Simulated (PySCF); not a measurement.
# Ca: excitation energies in x2c-QZVPPall, part 2 of 2

Wanted: the excitation energy of calcium, up a ladder of methods.

PySCF 2.14.0; x2c-QZVPPall, the spin-free X2C one-electron Hamiltonian (Gaussian nucleus). The scripts are equivalent inputs of a driver's runs.

## Step 4: Ca [Ar] 3d2: the ladder of methods

#### UHF

input.py

```python
from pyscf import gto, scf, dft, mp, cc
import basis_set_exchange as bse
mol = gto.M(atom="Ca 0 0 0", charge=0, spin=2, symmetry="D2h",
            basis=gto.basis.parse(bse.get_basis("x2c-QZVPPall", elements=["Ca"], fmt="nwchem")),
            nucmod="G")
mf = scf.UHF(mol).sfx2c1e()
mf.irrep_nelec = {'Ag': (4, 3), 'B1g': (1, 0), 'B1u': (2, 2), 'B2u': (2, 2), 'B3u': (2, 2)}
mf.kernel()
```

What it wrote:

```text
damping factor = 0
level_shift factor = 0
DIIS = <class 'pyscf.scf.diis.CDIIS'>
diis_start_cycle = 1
diis_space = 10
diis_damp = 0
SCF conv_tol = 1e-09
SCF conv_tol_grad = None
number electrons alpha = 11  beta = 9
cycle= 1 E= -679.436260949638  delta_E= -0.00125  |g|= 0.0108  |ddm|= 0.0239
cycle= 2 E= -679.43632239057  delta_E= -6.14e-05  |g|= 0.00304  |ddm|= 0.00728
cycle= 3 E= -679.436329983179  delta_E= -7.59e-06  |g|= 0.000664  |ddm|= 0.00486
cycle= 4 E= -679.436330742939  delta_E= -7.6e-07  |g|= 0.000378  |ddm|= 0.00155
cycle= 5 E= -679.436330943992  delta_E= -2.01e-07  |g|= 2.65e-05  |ddm|= 0.00123
cycle= 6 E= -679.436330944712  delta_E= -7.21e-10  |g|= 4.03e-06  |ddm|= 8.36e-05
converged SCF energy = -679.436330944712  <S^2> = 2.0016405  2S+1 = 3.0010935
```

CPU time 5.4 s on a shared host, the integrals not counted.

The occupied shells:

```
shell  electrons  mean orbital energy (eV)  spread (eV)  rms radius (bohr)
 1s β          1                   -4082.1            0             0.0888
 1s α          1                   -4082.1            0             0.0888
 2s α          1                   -458.26            0              0.393
 2s β          1                   -458.15            0              0.393
 2p α          3                   -367.88            0              0.362
 2p β          3                   -367.78            0              0.362
 3s α          1                   -58.533            0               1.25
 3s β          1                   -57.727            0               1.25
 3p α          3                   -34.122            0               1.40
 3p β          3                   -32.938            0               1.40
 3d α          2                    -2.618            0               4.35
```

⟨S²⟩ = 2.002, ⟨L²⟩ = 12.01.

Spin-orbit constants on these orbitals (cm⁻¹; bare nucleus, screened nucleus, mean field): 3d 35.83, 17.91, 12.75. To first order in LS coupling the lowest level has J = 2 and lies 0.00316 eV below the centre of the term.

#### LDA

input.py, as changed from the run before:

```diff
@@ -5,3 +5,3 @@
             nucmod="G")
-mf = scf.UHF(mol).sfx2c1e()
+mf = dft.UKS(mol, xc="LDA,VWN").sfx2c1e()
 mf.irrep_nelec = {'Ag': (4, 3), 'B1g': (1, 0), 'B1u': (2, 2), 'B2u': (2, 2), 'B3u': (2, 2)}
```

What it wrote:

```text
damping factor = 0
level_shift factor = 0
DIIS = <class 'pyscf.scf.diis.CDIIS'>
diis_start_cycle = 1
diis_space = 10
diis_damp = 0
SCF conv_tol = 1e-09
SCF conv_tol_grad = None
number electrons alpha = 11  beta = 9
XC functionals = LDA,VWN
    P. A. M. Dirac.,  Math. Proc. Cambridge Philos. Soc. 26, 376 (1930)
    F. Bloch.,  Z. Phys. 57, 545 (1929)
    S. H. Vosko, L. Wilk, and M. Nusair.,  Can. J. Phys. 58, 1200 (1980)
cycle= 1 E= -678.429627475181  delta_E= -0.00788  |g|= 0.125  |ddm|= 0.297
cycle= 2 E= -678.382845102253  delta_E= 0.0468  |g|= 0.271  |ddm|= 0.65
cycle= 3 E= -678.44150326146  delta_E= -0.0587  |g|= 0.00527  |ddm|= 0.473
cycle= 4 E= -678.441504703155  delta_E= -1.44e-06  |g|= 0.00324  |ddm|= 0.0142
cycle= 5 E= -678.441514497641  delta_E= -9.79e-06  |g|= 0.000382  |ddm|= 0.00639
cycle= 6 E= -678.441514639668  delta_E= -1.42e-07  |g|= 5.07e-05  |ddm|= 0.000821
cycle= 7 E= -678.441514642376  delta_E= -2.71e-09  |g|= 1.02e-06  |ddm|= 9.78e-05
cycle= 8 E= -678.441514642377  delta_E= -1.48e-12  |g|= 2.78e-08  |ddm|= 2.4e-06
converged SCF energy = -678.441514642377  <S^2> = 2.0001201  2S+1 = 3.0000801
```

CPU time 1.7 s on a shared host, the integrals not counted.

#### PBE

input.py, as changed from the run before:

```diff
@@ -5,3 +5,3 @@
             nucmod="G")
-mf = dft.UKS(mol, xc="LDA,VWN").sfx2c1e()
+mf = dft.UKS(mol, xc="PBE").sfx2c1e()
 mf.irrep_nelec = {'Ag': (4, 3), 'B1g': (1, 0), 'B1u': (2, 2), 'B2u': (2, 2), 'B3u': (2, 2)}
```

What it wrote:

```text
damping factor = 0
level_shift factor = 0
DIIS = <class 'pyscf.scf.diis.CDIIS'>
diis_start_cycle = 1
diis_space = 10
diis_damp = 0
SCF conv_tol = 1e-09
SCF conv_tol_grad = None
number electrons alpha = 11  beta = 9
XC functionals = PBE
    J. P. Perdew, K. Burke, and M. Ernzerhof.,  Phys. Rev. Lett. 77, 3865 (1996)
    J. P. Perdew, K. Burke, and M. Ernzerhof.,  Phys. Rev. Lett. 78, 1396 (1997)
    J. P. Perdew, K. Burke, and M. Ernzerhof.,  Phys. Rev. Lett. 77, 3865 (1996)
    J. P. Perdew, K. Burke, and M. Ernzerhof.,  Phys. Rev. Lett. 78, 1396 (1997)
cycle= 1 E= -680.082080948262  delta_E= -0.0018  |g|= 0.122  |ddm|= 0.289
cycle= 2 E= -680.041701404505  delta_E= 0.0404  |g|= 0.257  |ddm|= 0.621
cycle= 3 E= -680.093038627999  delta_E= -0.0513  |g|= 0.00463  |ddm|= 0.449
cycle= 4 E= -680.093054409345  delta_E= -1.58e-05  |g|= 0.00379  |ddm|= 0.0182
cycle= 5 E= -680.093068141381  delta_E= -1.37e-05  |g|= 0.000642  |ddm|= 0.00828
cycle= 6 E= -680.093068544815  delta_E= -4.03e-07  |g|= 2.56e-05  |ddm|= 0.00122
cycle= 7 E= -680.093068545452  delta_E= -6.37e-10  |g|= 1.48e-06  |ddm|= 5.48e-05
converged SCF energy = -680.093068545452  <S^2> = 2.0002507  2S+1 = 3.0001671
```

CPU time 2.3 s on a shared host, the integrals not counted.

#### PBE0

input.py, as changed from the run before:

```diff
@@ -5,3 +5,3 @@
             nucmod="G")
-mf = dft.UKS(mol, xc="PBE").sfx2c1e()
+mf = dft.UKS(mol, xc="PBE0").sfx2c1e()
 mf.irrep_nelec = {'Ag': (4, 3), 'B1g': (1, 0), 'B1u': (2, 2), 'B2u': (2, 2), 'B3u': (2, 2)}
```

What it wrote:

```text
damping factor = 0
level_shift factor = 0
DIIS = <class 'pyscf.scf.diis.CDIIS'>
diis_start_cycle = 1
diis_space = 10
diis_damp = 0
SCF conv_tol = 1e-09
SCF conv_tol_grad = None
number electrons alpha = 11  beta = 9
XC functionals = PBE0
    C. Adamo and V. Barone.,  J. Chem. Phys. 110, 6158 (1999)
    M. Ernzerhof and G. E. Scuseria.,  J. Chem. Phys. 110, 5029 (1999)
cycle= 1 E= -680.117141814526  delta_E= -0.0051  |g|= 0.0743  |ddm|= 0.199
cycle= 2 E= -680.114811463668  delta_E= 0.00233  |g|= 0.0985  |ddm|= 0.238
cycle= 3 E= -680.120212635059  delta_E= -0.0054  |g|= 0.000972  |ddm|= 0.135
cycle= 4 E= -680.120213232774  delta_E= -5.98e-07  |g|= 0.000141  |ddm|= 0.00179
cycle= 5 E= -680.120213249383  delta_E= -1.66e-08  |g|= 2.5e-05  |ddm|= 0.00036
cycle= 6 E= -680.120213250194  delta_E= -8.11e-10  |g|= 9.34e-06  |ddm|= 0.000122
converged SCF energy = -680.120213250194  <S^2> = 2.0004788  2S+1 = 3.0003192
```

CPU time 2.2 s on a shared host, the integrals not counted.

#### r2SCAN

input.py, as changed from the run before:

```diff
@@ -5,3 +5,3 @@
             nucmod="G")
-mf = dft.UKS(mol, xc="PBE0").sfx2c1e()
+mf = dft.UKS(mol, xc="R2SCAN").sfx2c1e()
 mf.irrep_nelec = {'Ag': (4, 3), 'B1g': (1, 0), 'B1u': (2, 2), 'B2u': (2, 2), 'B3u': (2, 2)}
```

What it wrote:

```text
damping factor = 0
level_shift factor = 0
DIIS = <class 'pyscf.scf.diis.CDIIS'>
diis_start_cycle = 1
diis_space = 10
diis_damp = 0
SCF conv_tol = 1e-09
SCF conv_tol_grad = None
number electrons alpha = 11  beta = 9
XC functionals = R2SCAN
    J. W. Furness, A. D. Kaplan, J. Ning, J. P. Perdew, and J. Sun.,  J. Phys. Chem. Lett. 11, 8208-8215 (2020)
    J. W. Furness, A. D. Kaplan, J. Ning, J. P. Perdew, and J. Sun.,  J. Phys. Chem. Lett. 11, 9248-9248 (2020)
    J. W. Furness, A. D. Kaplan, J. Ning, J. P. Perdew, and J. Sun.,  J. Phys. Chem. Lett. 11, 8208-8215 (2020)
    J. W. Furness, A. D. Kaplan, J. Ning, J. P. Perdew, and J. Sun.,  J. Phys. Chem. Lett. 11, 9248-9248 (2020)
cycle= 1 E= -680.255461875528  delta_E= -0.000214  |g|= 0.112  |ddm|= 0.255
cycle= 2 E= -680.229786729084  delta_E= 0.0257  |g|= 0.216  |ddm|= 0.527
cycle= 3 E= -680.264550656223  delta_E= -0.0348  |g|= 0.00334  |ddm|= 0.364
cycle= 4 E= -680.264560656114  delta_E= -1e-05  |g|= 0.00238  |ddm|= 0.0132
cycle= 5 E= -680.264565656085  delta_E= -5e-06  |g|= 0.000446  |ddm|= 0.00504
cycle= 6 E= -680.264565843785  delta_E= -1.88e-07  |g|= 2.18e-05  |ddm|= 0.000921
cycle= 7 E= -680.264565844751  delta_E= -9.65e-10  |g|= 4.05e-06  |ddm|= 0.000242
converged SCF energy = -680.264565844751  <S^2> = 2.00079  2S+1 = 3.0005266
```

CPU time 5.4 s on a shared host, the integrals not counted.

#### CAM-B3LYP

input.py, as changed from the run before:

```diff
@@ -5,3 +5,3 @@
             nucmod="G")
-mf = dft.UKS(mol, xc="R2SCAN").sfx2c1e()
+mf = dft.UKS(mol, xc="CAMB3LYP").sfx2c1e()
 mf.irrep_nelec = {'Ag': (4, 3), 'B1g': (1, 0), 'B1u': (2, 2), 'B2u': (2, 2), 'B3u': (2, 2)}
```

What it wrote:

```text
damping factor = 0
level_shift factor = 0
DIIS = <class 'pyscf.scf.diis.CDIIS'>
diis_start_cycle = 1
diis_space = 10
diis_damp = 0
SCF conv_tol = 1e-09
SCF conv_tol_grad = None
number electrons alpha = 11  beta = 9
XC functionals = CAMB3LYP
    T. Yanai, D. P. Tew, and N. C. Handy.,  Chem. Phys. Lett. 393, 51 (2004)
cycle= 1 E= -680.320841623386  delta_E= -0.0106  |g|= 0.0616  |ddm|= 0.202
cycle= 2 E= -680.321307105391  delta_E= -0.000465  |g|= 0.0515  |ddm|= 0.131
cycle= 3 E= -680.3224137423  delta_E= -0.00111  |g|= 0.00399  |ddm|= 0.0652
cycle= 4 E= -680.323793695599  delta_E= -0.00138  |g|= 0.0124  |ddm|= 0.082
cycle= 5 E= -680.322358938724  delta_E= 0.00143  |g|= 0.000462  |ddm|= 0.0998
cycle= 6 E= -680.322357611395  delta_E= 1.33e-06  |g|= 0.000105  |ddm|= 0.0039
cycle= 7 E= -680.322357558022  delta_E= 5.34e-08  |g|= 1.45e-05  |ddm|= 0.00078
cycle= 8 E= -680.322357559542  delta_E= -1.52e-09  |g|= 1.17e-05  |ddm|= 0.000154
cycle= 9 E= -680.322357560353  delta_E= -8.12e-10  |g|= 2.93e-06  |ddm|= 0.00022
converged SCF energy = -680.322357560353  <S^2> = 2.0004296  2S+1 = 3.0002864
```

It used 4.4 s of CPU time after the integrals (shared host).

#### BHandHLYP

input.py, as changed from the run before:

```diff
@@ -5,3 +5,3 @@
             nucmod="G")
-mf = dft.UKS(mol, xc="CAMB3LYP").sfx2c1e()
+mf = dft.UKS(mol, xc="BHANDHLYP").sfx2c1e()
 mf.irrep_nelec = {'Ag': (4, 3), 'B1g': (1, 0), 'B1u': (2, 2), 'B2u': (2, 2), 'B3u': (2, 2)}
```

What it wrote:

```text
damping factor = 0
level_shift factor = 0
DIIS = <class 'pyscf.scf.diis.CDIIS'>
diis_start_cycle = 1
diis_space = 10
diis_damp = 0
SCF conv_tol = 1e-09
SCF conv_tol_grad = None
number electrons alpha = 11  beta = 9
XC functionals = BHANDHLYP
    A. D. Becke.,  J. Chem. Phys. 98, 1372 (1993)
    Defined through Gaussian implementation.
cycle= 1 E= -680.288577706662  delta_E= -0.00496  |g|= 0.048  |ddm|= 0.147
cycle= 2 E= -680.31462147283  delta_E= -0.026  |g|= 0.0776  |ddm|= 0.481
cycle= 3 E= -680.316494288897  delta_E= -0.00187  |g|= 0.0541  |ddm|= 0.829
cycle= 4 E= -680.289326208466  delta_E= 0.0272  |g|= 0.0182  |ddm|= 0.496
cycle= 5 E= -680.28973843155  delta_E= -0.000412  |g|= 0.00931  |ddm|= 0.0381
cycle= 6 E= -680.290440079489  delta_E= -0.000702  |g|= 0.0105  |ddm|= 0.137
cycle= 7 E= -680.334058575977  delta_E= -0.0436  |g|= 0.0678  |ddm|= 0.665
cycle= 8 E= -680.289538780335  delta_E= 0.0445  |g|= 0.00338  |ddm|= 0.621
cycle= 9 E= -680.289975386124  delta_E= -0.000437  |g|= 0.00765  |ddm|= 0.0835
cycle= 10 E= -680.289631934154  delta_E= 0.000343  |g|= 0.00429  |ddm|= 0.029
cycle= 11 E= -680.289494906813  delta_E= 0.000137  |g|= 0.000739  |ddm|= 0.0295
cycle= 12 E= -680.289491987318  delta_E= 2.92e-06  |g|= 0.000354  |ddm|= 0.00889
cycle= 13 E= -680.289491579474  delta_E= 4.08e-07  |g|= 0.000282  |ddm|= 0.0012
cycle= 14 E= -680.289491037904  delta_E= 5.42e-07  |g|= 0.000138  |ddm|= 0.00113
cycle= 15 E= -680.289490874099  delta_E= 1.64e-07  |g|= 2.39e-05  |ddm|= 0.00106
cycle= 16 E= -680.289490869101  delta_E= 5e-09  |g|= 1.69e-06  |ddm|= 0.000273
cycle= 17 E= -680.28949086908  delta_E= 2.08e-11  |g|= 1.72e-07  |ddm|= 3.91e-05
converged SCF energy = -680.28949086908  <S^2> = 2.0005853  2S+1 = 3.0003901
```

CPU time 5.6 s on a shared host, the integrals not counted.

#### M06-2X

input.py, as changed from the run before:

```diff
@@ -5,3 +5,3 @@
             nucmod="G")
-mf = dft.UKS(mol, xc="BHANDHLYP").sfx2c1e()
+mf = dft.UKS(mol, xc="M062X").sfx2c1e()
 mf.irrep_nelec = {'Ag': (4, 3), 'B1g': (1, 0), 'B1u': (2, 2), 'B2u': (2, 2), 'B3u': (2, 2)}
```

What it wrote:

```text
damping factor = 0
level_shift factor = 0
DIIS = <class 'pyscf.scf.diis.CDIIS'>
diis_start_cycle = 1
diis_space = 10
diis_damp = 0
SCF conv_tol = 1e-09
SCF conv_tol_grad = None
number electrons alpha = 11  beta = 9
XC functionals = M062X
    Y. Zhao and D. G. Truhlar.,  Theor. Chem. Acc. 120, 215 (2008)
    Y. Zhao and D. G. Truhlar.,  Theor. Chem. Acc. 120, 215 (2008)
cycle= 1 E= -680.287645257923  delta_E= -0.00873  |g|= 0.0506  |ddm|= 0.21
cycle= 2 E= -680.305283622311  delta_E= -0.0176  |g|= 0.0642  |ddm|= 0.335
cycle= 3 E= -680.333735423511  delta_E= -0.0285  |g|= 0.0675  |ddm|= 0.925
cycle= 4 E= -680.288678403542  delta_E= 0.0451  |g|= 0.0279  |ddm|= 0.645
cycle= 5 E= -680.292629242049  delta_E= -0.00395  |g|= 0.0258  |ddm|= 0.0952
cycle= 6 E= -680.320976427187  delta_E= -0.0283  |g|= 0.061  |ddm|= 0.66
cycle= 7 E= -680.294526445941  delta_E= 0.0264  |g|= 0.029  |ddm|= 0.681
cycle= 8 E= -680.298311932444  delta_E= -0.00379  |g|= 0.0347  |ddm|= 0.0587
cycle= 9 E= -680.303853188465  delta_E= -0.00554  |g|= 0.0413  |ddm|= 0.077
cycle= 10 E= -680.304610251917  delta_E= -0.000757  |g|= 0.042  |ddm|= 0.0126
[... 13 lines left out ...]
cycle= 24 E= -680.288080008544  delta_E= 1.69e-05  |g|= 0.00868  |ddm|= 0.0122
cycle= 25 E= -680.288256889266  delta_E= -0.000177  |g|= 0.00854  |ddm|= 0.016
cycle= 26 E= -680.288144469106  delta_E= 0.000112  |g|= 0.00552  |ddm|= 0.0782
cycle= 27 E= -680.28789722484  delta_E= 0.000247  |g|= 0.00114  |ddm|= 0.0385
cycle= 28 E= -680.287892859192  delta_E= 4.37e-06  |g|= 0.000452  |ddm|= 0.0145
cycle= 29 E= -680.287892534985  delta_E= 3.24e-07  |g|= 0.00022  |ddm|= 0.0128
cycle= 30 E= -680.287892450958  delta_E= 8.4e-08  |g|= 4.82e-05  |ddm|= 0.00781
cycle= 31 E= -680.28789246058  delta_E= -9.62e-09  |g|= 1.95e-05  |ddm|= 0.00192
cycle= 32 E= -680.28789246404  delta_E= -3.46e-09  |g|= 6.05e-06  |ddm|= 0.00052
cycle= 33 E= -680.287892464025  delta_E= 1.57e-11  |g|= 1.03e-06  |ddm|= 0.000205
converged SCF energy = -680.287892464025  <S^2> = 2.0004375  2S+1 = 3.0002917
```

CPU time 24 s on a shared host, the integrals not counted.

#### BP86

input.py, as changed from the run before:

```diff
@@ -5,3 +5,3 @@
             nucmod="G")
-mf = dft.UKS(mol, xc="M062X").sfx2c1e()
+mf = dft.UKS(mol, xc="B88,P86").sfx2c1e()
 mf.irrep_nelec = {'Ag': (4, 3), 'B1g': (1, 0), 'B1u': (2, 2), 'B2u': (2, 2), 'B3u': (2, 2)}
```

What it wrote:

```text
damping factor = 0
level_shift factor = 0
DIIS = <class 'pyscf.scf.diis.CDIIS'>
diis_start_cycle = 1
diis_space = 10
diis_damp = 0
SCF conv_tol = 1e-09
SCF conv_tol_grad = None
number electrons alpha = 11  beta = 9
XC functionals = B88,P86
    A. D. Becke.,  Phys. Rev. A 38, 3098 (1988)
    J. P. Perdew.,  Phys. Rev. B 33, 8822 (1986)
cycle= 1 E= -680.37815708687  delta_E= -0.00165  |g|= 0.126  |ddm|= 0.287
cycle= 2 E= -680.335798572694  delta_E= 0.0424  |g|= 0.262  |ddm|= 0.635
cycle= 3 E= -680.38953691615  delta_E= -0.0537  |g|= 0.00683  |ddm|= 0.465
cycle= 4 E= -680.38957156276  delta_E= -3.46e-05  |g|= 0.00572  |ddm|= 0.0281
cycle= 5 E= -680.389604559603  delta_E= -3.3e-05  |g|= 0.000107  |ddm|= 0.0107
cycle= 6 E= -680.389604563279  delta_E= -3.68e-09  |g|= 4.27e-05  |ddm|= 0.000123
cycle= 7 E= -680.389604565118  delta_E= -1.84e-09  |g|= 1.05e-06  |ddm|= 8.93e-05
cycle= 8 E= -680.389604565122  delta_E= -3.98e-12  |g|= 1.97e-07  |ddm|= 2.47e-05
converged SCF energy = -680.389604565122  <S^2> = 2.0002576  2S+1 = 3.0001718
```

It used 2.5 s of CPU time after the integrals (shared host).

## Step 5: Ca [Ar] 3d2, continued

#### MP2 (valence)

Changes to input.py since step 4:

```diff
@@ -5,4 +5,5 @@
             nucmod="G")
-mf = dft.UKS(mol, xc="B88,P86").sfx2c1e()
+mf = scf.UHF(mol).sfx2c1e()
 mf.irrep_nelec = {'Ag': (4, 3), 'B1g': (1, 0), 'B1u': (2, 2), 'B2u': (2, 2), 'B3u': (2, 2)}
 mf.kernel()
+mp.UMP2(mf, frozen=9).kernel()
```

This step left no log, only its results.

It used 0.08 s of CPU time after the integrals (shared host).

With 2 electrons correlated, the MP2 correlation energy is -0.00686 hartree (-0.00686 same spin, 0.00000 opposite spin); the SCS form gives -0.00229. Largest pairs of shells: 3d-3d -0.0069.

#### MP2 (valence and next inner shell)

input.py, as changed from the run before:

```diff
@@ -8,2 +8,2 @@
 mf.kernel()
-mp.UMP2(mf, frozen=9).kernel()
+mp.UMP2(mf, frozen=5).kernel()
```

No log was kept for this step.

CPU time 0.34 s on a shared host, the integrals not counted.

With 10 electrons correlated, the MP2 correlation energy is -0.23071 hartree (-0.07042 same spin, -0.16030 opposite spin); the SCS form gives -0.21583. Largest pairs of shells: 3p-3p -0.1355, 3p-3d -0.0397, 3s-3p -0.0360, 3s-3s -0.0076, 3d-3d -0.0069.

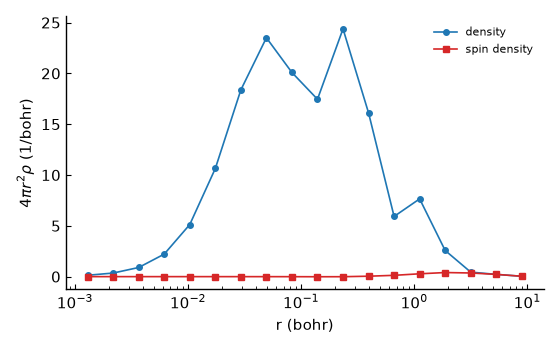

Radial density 4πr²ρ of Ca at UHF, at 18 stored radii joined by straight lines.

## Step 6: Orbital energies side by side

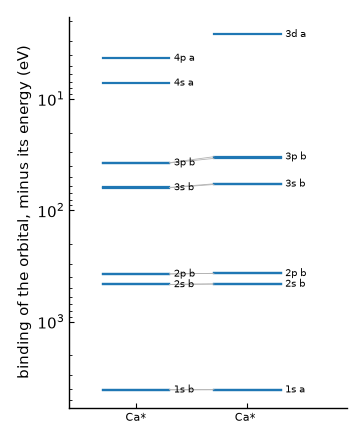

Hartree-Fock orbital energies of the states on a logarithmic scale (a, b: spin up and down; * marks an excited configuration).

## Step 7: Differences of total energies

Excitation energy: Ca [Ar] 4s2 (1S) → Ca [Ar] 4s1 4p1 (3P).

```
                                method  value (eV)  error (eV)
                                   UHF       1.030      -0.863
                                   LDA       1.953      +0.060
                                   PBE       1.794      -0.098
                                  PBE0       1.697      -0.195
                                r2SCAN       1.545      -0.347
                             CAM-B3LYP       1.896      +0.003
                             BHandHLYP       1.871      -0.021
                                M06-2X       2.149      +0.256
                                  BP86       1.838      -0.054
                         MP2 (valence)       1.529      -0.363
                     SCS-MP2 (valence)       1.669      -0.223
    MP2 (valence and next inner shell)       1.821      -0.071
SCS-MP2 (valence and next inner shell)       1.900      +0.008
```

Reference: 1.892 eV (measured; NIST levels, between the centres of gravity of the two terms). Errors of the correlated levels include the incompleteness of this basis.

Excitation energy: Ca [Ar] 4s2 (1S) → Ca [Ar] 3d2 (3F).

```
                                method  value (eV)
                                   UHF       5.443
                                   LDA       4.337
                                   PBE       4.132
                                  PBE0       4.465
                                r2SCAN       4.044
                             CAM-B3LYP       4.794
                             BHandHLYP       4.994
                                M06-2X       5.444
                                  BP86       4.141
                         MP2 (valence)       5.803
                     SCS-MP2 (valence)       6.036
    MP2 (valence and next inner shell)       5.725
SCS-MP2 (valence and next inner shell)       5.967
```

The differences also use runs on Ca [Ar] 4s2 (1S), which are not shown here.

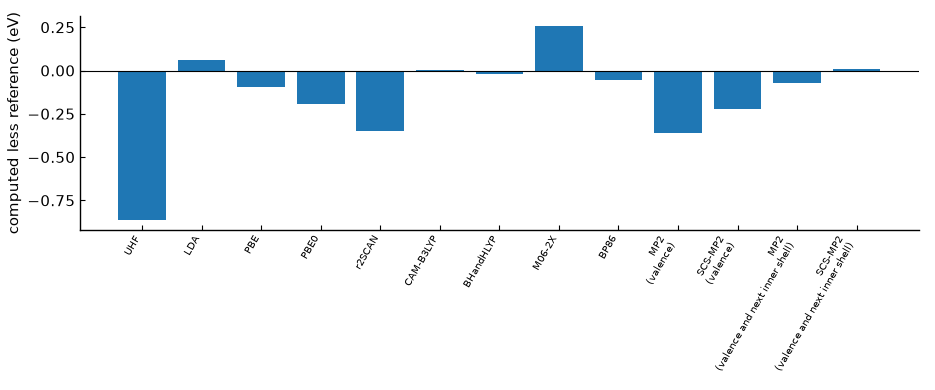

Computed less reference values by method.

## Step 8: What came out

What follows sums up all 2 parts.

| quantity | value |
| --- | --- |
| excitation energy, Ca → [Ar] 4s1 4p1 | UHF 1.030, MP2 (valence and next inner shell) 1.821 eV; reference 1.892 |
| excitation energy, Ca → [Ar] 3d2 | UHF 5.443, MP2 (valence and next inner shell) 5.725 eV |

Accuracy by level (over 1 difference):

```
                                method  mean absolute miss against the measured value (with the measured fine structure taken into account where it is known) (eV)
                                   UHF                                                                                                                       0.863
                                   LDA                                                                                                                       0.060
                                   PBE                                                                                                                       0.098
                                  PBE0                                                                                                                       0.195
                                r2SCAN                                                                                                                       0.347
                             CAM-B3LYP                                                                                                                       0.003
                             BHandHLYP                                                                                                                       0.021
                                M06-2X                                                                                                                       0.256
                                  BP86                                                                                                                       0.054
                         MP2 (valence)                                                                                                                       0.363
                     SCS-MP2 (valence)                                                                                                                       0.223
    MP2 (valence and next inner shell)                                                                                                                       0.071
SCS-MP2 (valence and next inner shell)                                                                                                                       0.008
```

CAM-B3LYP lands nearest to the measured value (off by 0.00 eV), level with SCS-MP2 (valence and next inner shell); UHF misses by most (0.86 eV). PBE is off by -0.10 eV. All values hold for this basis alone; no basis-set limit was taken.
